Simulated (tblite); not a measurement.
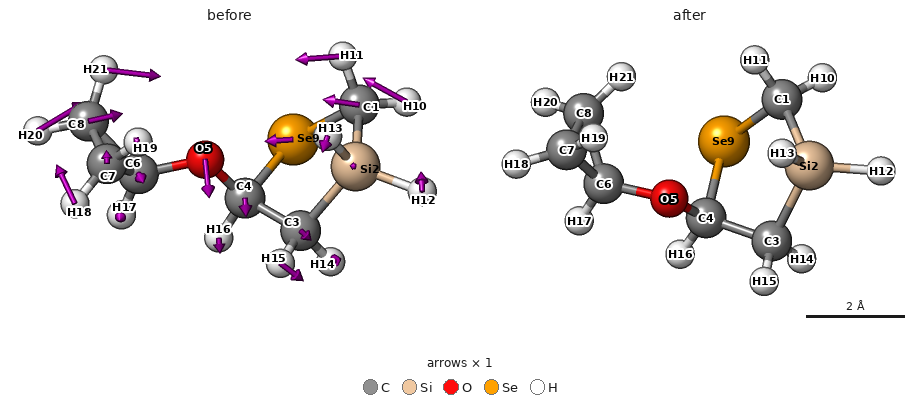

The structure of C6H12OSeSi before (left) and after (right) a relaxation, at one scale. The purple arrows give the displacements, at their true length.

Style: ball-and-stick. Shown face on.

These are results of GFN2-xTB geometry optimisation, gas phase in tblite 0.8.0, not measurements. 

**Summarise the run.**

The largest move after the best rigid fit is that of H20, 1.23 Å. Largest moves by element: H 1.23 Å, O 0.90 Å, C 0.78 Å, Se 0.60 Å, Si 0.13 Å. Some distances before and after: C1–Si2 1.842 → 1.915 Å, C4–Se9 1.955 → 2.013 Å, Si2–C3 1.847 → 1.904 Å, C8–H20 1.125 → 1.079 Å. Bond angles that change, for instance: C3–C4–O5 115.9° → 107.2°, C1–Se9–C4 100.4° → 92.3°, C3–C4–H16 106.4° → 114.3°. Groups turn about O5–C6 by about 50°, C4–O5 by about 45°. After 139 geometry steps the energy has fallen by 0.883 eV.
